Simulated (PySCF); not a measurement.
SMILES [C]#C (C2H), doublet at its PBE0/def2-SVP optimised geometry (Å):

```
3

C      1.1442     0.0000     0.0000
C     -0.0679     0.0000     0.0000
H     -1.1442     0.0000     0.0000
```

Calculation: PySCF with unrestricted PBE0/def2-TZVP. Cells within 0.4 Å of a nucleus heavier than hydrogen are left out (blank, or x).

Map of the spin density (e/bohr³), clipped to [-0.05, 0.10] on the plane z = 0.0 Å:

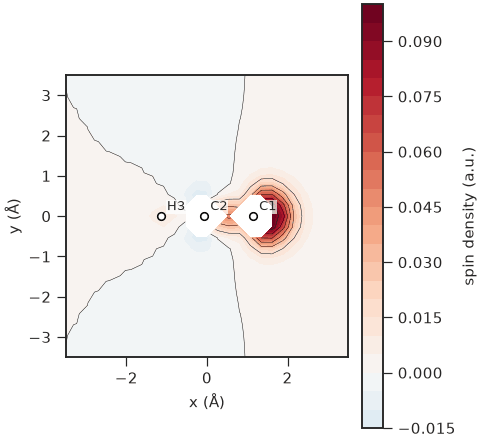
Spin density (e/bohr³), clipped to [-0.05, 0.10] on the plane z = 0.0 Å.
